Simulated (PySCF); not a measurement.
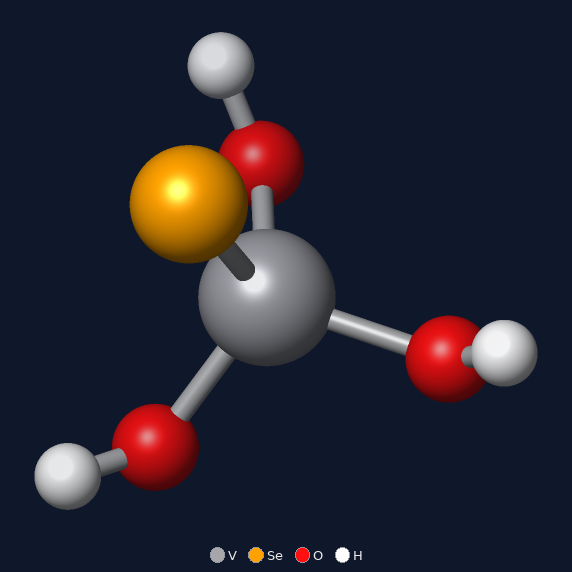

A metal compound. Charge 0, singlet. The computed structure is the end point of a PBE0-D3(BJ)/def2-SVP optimisation. No frequency run is at hand to confirm it as a minimum.

What is the coordination number of the metal, and which atoms bind to it?

Answer. V binds 4 atoms: 1 Se at 2.14 Å, 3 O at 1.74 Å. The arrangement is tetrahedral.

What are the formal oxidation state of the metal and its number of d electrons?

Answer. V(V), d⁰, counting the ligands as closed-shell ions or neutral donors.
